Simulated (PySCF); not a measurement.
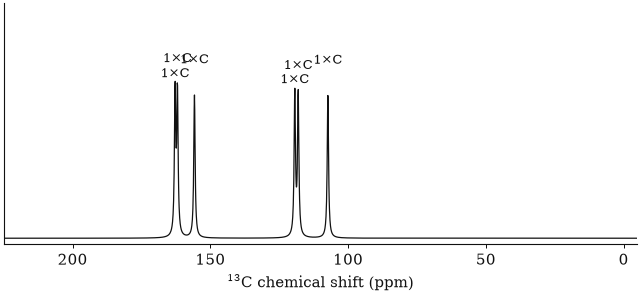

GIAO shifts, PBE0/pcSseg-1 with PySCF 2.14.0, at a GFN2-xTB geometry (no frequency check), against TMS for ¹³C computed at the same level. Gas phase, fully decoupled, line heights follow the number of nuclei, widths are arbitrary (no quadrupolar broadening); values of one conformer, averaged over nuclei that symmetry or rotation about single bonds exchange, these motions taken as fast; other conformers aren't averaged in.

Which structure fits the spectrum?
A. C₄H₉BO, SMILES CB(C)[C@H]1CO1
B. C₃H₆O₃S, SMILES C/C=C/S(=O)(=O)O
C. C₆H₄F₂O₂, SMILES O=c1cc(C(F)F)cco1
D. C₆H₁₀O₂ (methylacetylacetone), SMILES CC(=O)C(C)C(C)=O

Answer. C. Its ¹³C signals: 162.8 (1 C), 162.0 (1 C), 155.8 (1 C), 119.4 (1 C), 118.1 (1 C), 107.4 (1 C) ppm.

Caveats: the tight-binding geometry is rougher than a DFT one and adds to the error.
